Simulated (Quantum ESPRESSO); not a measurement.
## CaC2 (I4/mmm): zone-centre phonons

Which modes does CaC2 (I4/mmm) have at the zone centre?

Main program and level: Quantum ESPRESSO 8.0 development, patched; DFT LDA, scalar-relativistic, plane waves, PseudoDojo norm-conserving pseudopotentials.

### 1. Starting point

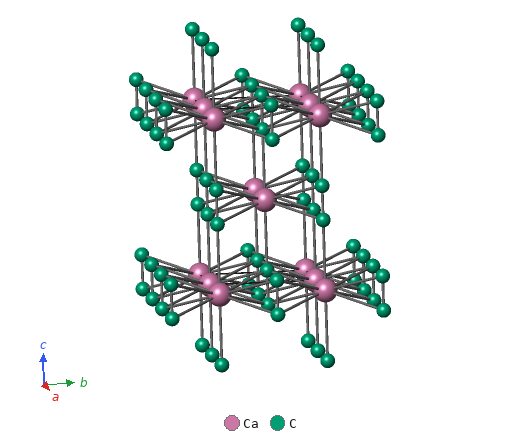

Start, viewed slightly off an axis; calcium pink, carbon teal. 2×1×1 cells are drawn. This picture shows the conventional cell, with its axes. Some periodic images of atoms are drawn too.

### 2. A probe with smearing

Before anything dear is run, a loose run with smearing shows whether this is a metal and how far the cell is from rest.

File probe.in:

```
&CONTROL
  calculation = 'scf'
  prefix      = 'x'
  outdir      = './tmp'
  pseudo_dir  = './pseudo'
  tprnfor     = .true.
  tstress     = .true.
  verbosity   = 'high'
/
&SYSTEM
  ibrav       = 0
  nat         = 3
  ntyp        = 2
  ecutwfc     = 82.0
  occupations = 'smearing'
  smearing    = 'gaussian'
  degauss     = 0.01
/
&ELECTRONS
  conv_thr         = 1.0d-07
  mixing_beta      = 0.7
  electron_maxstep = 100
/
ATOMIC_SPECIES
 Ca     40.0780  Ca.upf
 C      12.0110  C.upf
CELL_PARAMETERS angstrom
    -1.934298600    1.934298600    3.202111240
     1.934298600   -1.934298600    3.202111240
     1.934298600    1.934298600   -3.202111240
ATOMIC_POSITIONS crystal
 Ca     0.000000000   0.000000000   0.000000000
 C      0.597892720   0.597892720   0.000000000
 C      0.402107280   0.402107280   0.000000000
K_POINTS automatic
 6 6 6 0 0 0
```

Run with:

```bash
$ OMP_NUM_THREADS=1 mpirun -n 4 pw.x -nk 4 -in probe.in > probe.out
```

The log of the run:

```text
[banners, grids, parts of the stress and lines that vanish by symmetry left out]
Program PWSCF v.8.0dev
     Message from routine setup:
     using ibrav=0 with symmetry is DISCOURAGED, use correct ibrav instead
[...]
kinetic-energy cutoff     =      82.0000  Ry
     charge density cutoff     =     328.0000  Ry
     scf convergence threshold =      1.0E-07
[...]
Exchange-correlation= SLA-PW-NOGX-NOGC
                           (   1   4   0   0   0   0   0)
[...]
16 Sym. Ops., with inversion, found
[...]
(     0          1          0      )
                  (     0          0          1      )
[...]
(  0.0000000  1.0000000  0.0000000 )
                  ( -0.0000000 -0.0000000  1.0000000 )
[...]
(     1          0          0      )
                  (    -1         -1         -1      )
[...]
( -1.0000000 -0.0000000 -0.0000000 )
                  (  0.0000000 -0.0000000 -1.0000000 )
[...]
number of k points=    30  Gaussian smearing, width (Ry)=  0.0100
[...]
c_bands:  2 eigenvalues not converged
     c_bands: 2 eigenvalues not converged on the other pools
[...]
End of self-consistent calculation
[...]
the Fermi energy is     5.3238 ev
!    total energy              =    -101.45469003 Ry
[...]
convergence has been achieved in   8 iterations
[...]
atom    1 type  1   force =    -0.00000000   -0.00000000   -0.00000000
     atom    2 type  2   force =     0.00000000   -0.00000000    0.01054719
     atom    3 type  2   force =    -0.00000000    0.00000000   -0.01054719
[...]
Total force =     0.014916     Total SCF correction =     0.000009
[...]
total   stress  (Ry/bohr**3)                   (kbar)     P=      -42.67
[...]
XML data file, charge density, pseudopotentials, collected wavefunctions

   JOB DONE.
```

The job ended after 7.9 s (4 MPI ranks of Arm Neoverse V2, shared host; 31 s of CPU time).

Read from the output:

```yaml
volume_per_atom: 15.97 Å³
pressure: -4.267 GPa
gap_on_the_k_mesh: 1.178 eV
```

A gap of 1.2 eV opens on this mesh, so the crystal is taken as an insulator; the start stands at -4.3 GPa.

### 3. Relaxing the cell and atoms

Frequencies change by per cents with a per cent of volume, so the structure is first brought to rest at this level of theory.

File relax.in:

```
&CONTROL
  calculation   = 'vc-relax'
  prefix        = 'x'
  outdir        = './tmp'
  pseudo_dir    = './pseudo'
  tprnfor       = .true.
  tstress       = .true.
  forc_conv_thr = 2.0d-05
  etot_conv_thr = 1.0d-07
  nstep         = 40
/
&SYSTEM
  ibrav       = 0
  nat         = 3
  ntyp        = 2
  ecutwfc     = 98
  occupations = 'fixed'
  nbnd        = 11
/
&ELECTRONS
  conv_thr         = 1.0d-11
  mixing_beta      = 0.7
  electron_maxstep = 100
/
&IONS
/
&CELL
  press_conv_thr = 0.2
/
ATOMIC_SPECIES
 Ca     40.0780  Ca.upf
 C      12.0110  C.upf
CELL_PARAMETERS angstrom
    -1.934298600    1.934298600    3.202111240
     1.934298600   -1.934298600    3.202111240
     1.934298600    1.934298600   -3.202111240
ATOMIC_POSITIONS crystal
 Ca     0.000000000   0.000000000   0.000000000
 C      0.597892720   0.597892720   0.000000000
 C      0.402107280   0.402107280   0.000000000
K_POINTS automatic
 8 8 8 0 0 0
```

Run with:

```bash
$ OMP_NUM_THREADS=1 mpirun -n 4 pw.x -nk 4 -in relax.in > relax.out
```

The log of the run:

```text
[banners, grids, parts of the stress and lines that vanish by symmetry left out]
[banner, memory and clock lines left out]
Program PWSCF v.8.0dev

[...]
kinetic-energy cutoff     =      98.0000  Ry
     charge density cutoff     =     392.0000  Ry
     scf convergence threshold =      1.0E-11
[...]
energy convergence thresh.=      1.0E-07
     force convergence thresh. =      2.0E-05
     press convergence thresh. =      2.0E-01
     Exchange-correlation= SLA-PW-NOGX-NOGC
                           (   1   4   0   0   0   0   0)
[...]
16 Sym. Ops., with inversion, found
[...]
number of k points=    59
[...]
c_bands: 7 eigenvalues not converged on the other pools
[...]
c_bands: 2 eigenvalues not converged on the other pools
[...]
c_bands: 3 eigenvalues not converged on the other pools
[...]
c_bands: 1 eigenvalues not converged on the other pools
[...]
End of self-consistent calculation
[...]
highest occupied, lowest unoccupied level (ev):     4.7109    5.8896
!    total energy              =    -101.45478068 Ry
[...]
convergence has been achieved in  12 iterations
[...]
atom    1 type  1   force =    -0.00000000   -0.00000000    0.00000000
     atom    2 type  2   force =    -0.00000000   -0.00000000    0.01059856
     atom    3 type  2   force =     0.00000000    0.00000000   -0.01059856
     Total force =     0.014989     Total SCF correction =     0.000002
[...]
total   stress  (Ry/bohr**3)                   (kbar)     P=      -42.08
[...]
number of bfgs steps    =   0
[...]
CELL_PARAMETERS (angstrom)
[...]
ATOMIC_POSITIONS (crystal)
Ca              -0.0000000000       -0.0000000000       -0.0000000000
C                0.5987684728        0.5987684728       -0.0000000000
C                0.4012315272        0.4012315272        0.0000000000
[...]
New effective cutoffs (rho, wfc):  397.66   99.52
[...]
End of self-consistent calculation
[...]
highest occupied, lowest unoccupied level (ev):     4.9090    6.0087
!    total energy              =    -101.45667990 Ry
[...]
convergence has been achieved in   9 iterations
[...]
atom    1 type  1   force =    -0.00000000   -0.00000000   -0.00000000
     atom    2 type  2   force =    -0.00000000   -0.00000000    0.00265685
     atom    3 type  2   force =     0.00000000    0.00000000   -0.00265685
[...]
total   stress  (Ry/bohr**3)                   (kbar)     P=        0.52
[...]
number of bfgs steps    =   6
[...]
highest occupied, lowest unoccupied level (ev):     5.4949    6.3524
!    total energy              =    -101.45870128 Ry
[...]
convergence has been achieved in   5 iterations
[...]
atom    2 type  2   force =     0.00000000    0.00000000    0.00007937
     atom    3 type  2   force =    -0.00000000   -0.00000000   -0.00007937
     Total force =     0.000112     Total SCF correction =     0.000000
[...]
total   stress  (Ry/bohr**3)                   (kbar)     P=        0.06
[...]
number of bfgs steps    =   7
[...]
small trust_radius: resetting bfgs history
[...]
New effective cutoffs (rho, wfc):  414.68  103.79
[...]
End of self-consistent calculation
[...]
highest occupied, lowest unoccupied level (ev):     5.4947    6.3518
!    total energy              =    -101.45870127 Ry
[...]
convergence has been achieved in   6 iterations
[...]
atom    1 type  1   force =     0.00000000    0.00000000    0.00000000
     atom    2 type  2   force =    -0.00000000    0.00000000   -0.00024977
     atom    3 type  2   force =    -0.00000000    0.00000000    0.00024977
     Total force =     0.000353     Total SCF correction =     0.000000
[...]
total   stress  (Ry/bohr**3)                   (kbar)     P=       -0.07
[...]
number of bfgs steps    =   8
[...]
resetting bfgs history
     Message from routine bfgs:
[...]
CELL_PARAMETERS (angstrom)
[...]
ATOMIC_POSITIONS (crystal)
[...]
New effective cutoffs (rho, wfc):  414.68  103.79
[...]
End of self-consistent calculation
[...]
highest occupied, lowest unoccupied level (ev):     5.4947    6.3518
!    total energy              =    -101.45870127 Ry
[...]
convergence has been achieved in   2 iterations
[...]
atom    1 type  1   force =    -0.00000000   -0.00000000   -0.00000000
     atom    2 type  2   force =    -0.00000000   -0.00000000   -0.00024949
     atom    3 type  2   force =     0.00000000    0.00000000    0.00024949
     Total force =     0.000353     Total SCF correction =     0.000000
[...]
total   stress  (Ry/bohr**3)                   (kbar)     P=       -0.07
[...]
Message from routine bfgs:
[...]
bfgs failed after  11 scf cycles and   8 bfgs steps, convergence not achieved
[...]
End of BFGS Geometry Optimization
     Final enthalpy           =    -101.4587012654 Ry
     File ./tmp/x.bfgs deleted, as requested
[...]
CELL_PARAMETERS (angstrom)
[...]
ATOMIC_POSITIONS (crystal)
[...]
C                0.5998777527        0.5998777527       -0.0000000000
C                0.4001222473        0.4001222473        0.0000000000
[...]
XML data file, charge density, pseudopotentials, collected wavefunctions
```

Wall time 3.2 min (4 MPI ranks).

The run stopped without converging: the BFGS search stopped short of its thresholds.

### 4. Relaxation

The search is taken up again from its last cell, with wider thresholds.

File relax.in:

```
&CONTROL
  calculation   = 'vc-relax'
  prefix        = 'x'
  outdir        = './tmp'
  pseudo_dir    = './pseudo'
  tprnfor       = .true.
  tstress       = .true.
  forc_conv_thr = 1.0d-04
  etot_conv_thr = 1.0d-06
  nstep         = 40
/
&SYSTEM
  ibrav       = 0
  nat         = 3
  ntyp        = 2
  ecutwfc     = 98
  occupations = 'fixed'
  nbnd        = 11
/
&ELECTRONS
  conv_thr         = 1.0d-11
  mixing_beta      = 0.7
  electron_maxstep = 100
/
&IONS
/
&CELL
  press_conv_thr = 0.5
/
ATOMIC_SPECIES
 Ca     40.0780  Ca.upf
 C      12.0110  C.upf
CELL_PARAMETERS angstrom
    -1.879459094    1.879459094    3.138282921
     1.879459094   -1.879459094    3.138282921
     1.879459094    1.879459094   -3.138282921
ATOMIC_POSITIONS crystal
 Ca     0.000000000   0.000000000   0.000000000
 C      0.599877753   0.599877753   0.000000000
 C      0.400122247   0.400122247   0.000000000
K_POINTS automatic
 8 8 8 0 0 0
```

The log of the run:

```text
[banners, grids, parts of the stress and lines that vanish by symmetry left out]
[banner, memory and clock lines left out]
Program PWSCF v.8.0dev

[...]
kinetic-energy cutoff     =      98.0000  Ry
     charge density cutoff     =     392.0000  Ry
     scf convergence threshold =      1.0E-11
[...]
energy convergence thresh.=      1.0E-06
     force convergence thresh. =      1.0E-04
     press convergence thresh. =      5.0E-01
     Exchange-correlation= SLA-PW-NOGX-NOGC
                           (   1   4   0   0   0   0   0)
[...]
16 Sym. Ops., with inversion, found
[...]
number of k points=    59
[...]
c_bands: 7 eigenvalues not converged on the other pools
[...]
c_bands: 1 eigenvalues not converged on the other pools
[...]
c_bands: 1 eigenvalues not converged on the other pools
[...]
End of self-consistent calculation
[...]
highest occupied, lowest unoccupied level (ev):     5.4947    6.3518
!    total energy              =    -101.45869851 Ry
[...]
convergence has been achieved in  10 iterations
[...]
atom    1 type  1   force =     0.00000000    0.00000000    0.00000000
     atom    2 type  2   force =     0.00000000   -0.00000000   -0.00024850
     atom    3 type  2   force =     0.00000000    0.00000000    0.00024850
     Total force =     0.000351     Total SCF correction =     0.000003
[...]
total   stress  (Ry/bohr**3)                   (kbar)     P=       -0.05
[...]
number of bfgs steps    =   0
[...]
CELL_PARAMETERS (angstrom)
[...]
ATOMIC_POSITIONS (crystal)
Ca               0.0000000000        0.0000000000        0.0000000000
C                0.5998568023        0.5998568023        0.0000000000
C                0.4001431977        0.4001431977        0.0000000000
[...]
New effective cutoffs (rho, wfc):  391.92   98.01
[...]
End of self-consistent calculation
[...]
highest occupied, lowest unoccupied level (ev):     5.4945    6.3530
!    total energy              =    -101.45869837 Ry
[...]
convergence has been achieved in   5 iterations
[...]
atom    1 type  1   force =    -0.00000000   -0.00000000   -0.00000000
     atom    2 type  2   force =    -0.00000000    0.00000000    0.00070025
     atom    3 type  2   force =     0.00000000    0.00000000   -0.00070025
     Total force =     0.000990     Total SCF correction =     0.000000
[...]
total   stress  (Ry/bohr**3)                   (kbar)     P=        0.30
[...]
number of bfgs steps    =   1
[...]
resetting bfgs history
[...]
CELL_PARAMETERS (angstrom)
[...]
ATOMIC_POSITIONS (crystal)
Ca               0.0000000000        0.0000000000        0.0000000000
[...]
New effective cutoffs (rho, wfc):  391.92   98.01
[...]
End of self-consistent calculation
[...]
highest occupied, lowest unoccupied level (ev):     5.4945    6.3530
!    total energy              =    -101.45869837 Ry
[...]
convergence has been achieved in   1 iterations
[...]
atom    1 type  1   force =     0.00000000   -0.00000000    0.00000000
     atom    2 type  2   force =     0.00000000    0.00000000    0.00070282
     atom    3 type  2   force =    -0.00000000   -0.00000000   -0.00070282
     Total force =     0.000994     Total SCF correction =     0.000001
[...]
total   stress  (Ry/bohr**3)                   (kbar)     P=        0.29
[...]
number of bfgs steps    =   1
[...]
resetting bfgs history
     Message from routine bfgs:
[...]
CELL_PARAMETERS (angstrom)
[...]
ATOMIC_POSITIONS (crystal)
[...]
New effective cutoffs (rho, wfc):  391.92   98.01
[...]
End of self-consistent calculation
[...]
highest occupied, lowest unoccupied level (ev):     5.4945    6.3530
!    total energy              =    -101.45869837 Ry
[...]
convergence has been achieved in   1 iterations
[...]
atom    1 type  1   force =     0.00000000    0.00000000    0.00000000
     atom    2 type  2   force =    -0.00000000   -0.00000000    0.00070050
     atom    3 type  2   force =     0.00000000    0.00000000   -0.00070050
     Total force =     0.000991     Total SCF correction =     0.000003
[...]
total   stress  (Ry/bohr**3)                   (kbar)     P=        0.29
[...]
Message from routine bfgs:
[...]
bfgs failed after   4 scf cycles and   1 bfgs steps, convergence not achieved
[...]
End of BFGS Geometry Optimization
     Final enthalpy           =    -101.4586983686 Ry
     File ./tmp/x.bfgs deleted, as requested
[...]
CELL_PARAMETERS (angstrom)
[...]
ATOMIC_POSITIONS (crystal)
[...]
C                0.5998568005        0.5998568005       -0.0000000000
C                0.4001431995        0.4001431995        0.0000000000
[...]
XML data file, charge density, pseudopotentials, collected wavefunctions
```

It took 34 s on 4 MPI ranks.

The run stopped without converging: the BFGS search stopped short of its thresholds.

### 5. Outcome

| Item | Value |
| --- | --- |
| last step | not converged: the BFGS search stopped short of its thresholds |

**Reading.** The chain ended before any phonons were found, so nothing is said of the vibrations.

[Host names and launcher messages were left out of these logs when they were recorded.]

[Logs are printed without paths, hosts, clocks, repeated set-up lines and the standing remarks that a program may print on its own settings, such as how far it seeks lower states.]

[Hosts, paths, dates, database ids (printed as entryN), source tags and the programs' standing remarks are cut or masked in the printed files.]
